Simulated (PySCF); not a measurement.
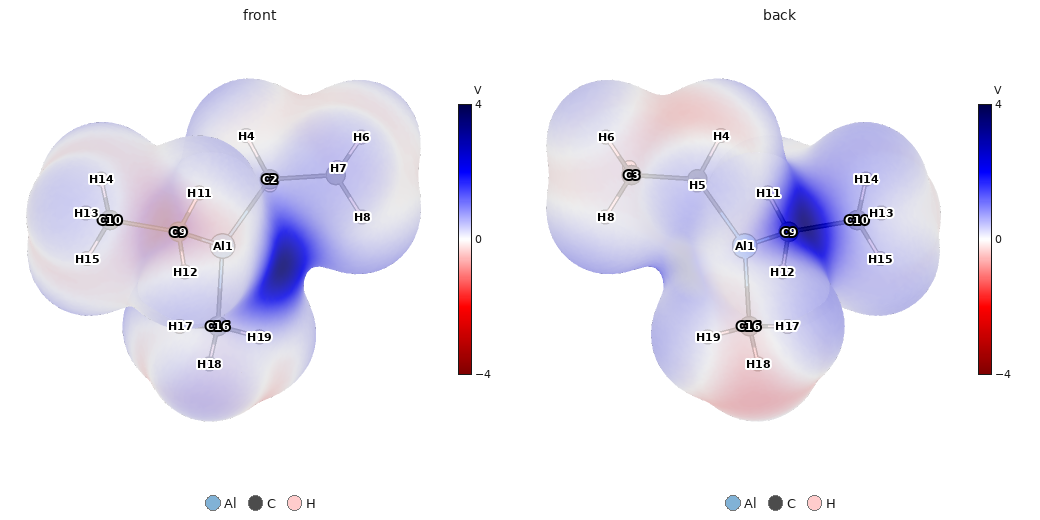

Figure. C5H13Al (AlEt2Me). The electrostatic potential painted on the density surface at 0.002 e/bohr³, seen from the front and from behind; the colour scale runs from red (negative) to blue (positive).

Geometry: PBE0-D3(BJ)/def2-SVP.

Method: PBE0/pcSseg-1 Al:pcSseg-2, SCF density, gas phase, non-relativistic (PySCF).

```xyz
19

Al   -0.1845   -0.3681    0.0163
C     1.7908   -0.3953    0.0029
C     2.4103   -0.3348    1.4053
H     2.1566    0.4598   -0.5947
H     2.1475   -1.3013   -0.5193
H     3.5134   -0.3356    1.3802
H     2.1107    0.5758    1.9517
H     2.1108   -1.1946    2.0285
C    -1.1505    1.3551    0.0161
C    -1.6691    1.7623   -1.3694
H    -0.4923    2.1489    0.4130
H    -2.0018    1.2923    0.7188
H    -2.2202    2.7179   -1.3495
H    -0.8504    1.8879   -2.0983
H    -2.3583    1.0106   -1.7900
C    -1.1903   -2.0553   -0.0100
H    -1.3390   -2.3871   -1.0542
H    -2.1934   -1.9722    0.4388
H    -0.6529   -2.8730    0.4984
```

**Which sites attract a positive test charge, and which a negative one?**

A positive charge is drawn to the negative regions and a negative charge to the positive ones. The most negative region (about −0.5 V, or −12 kcal/mol for a unit charge) lies over C16, the most positive (about +3.2 V, or +74 kcal/mol for a unit charge) over Al1.

**How polar is the molecule by this calculation?**

Its dipole moment is 0.02 D.
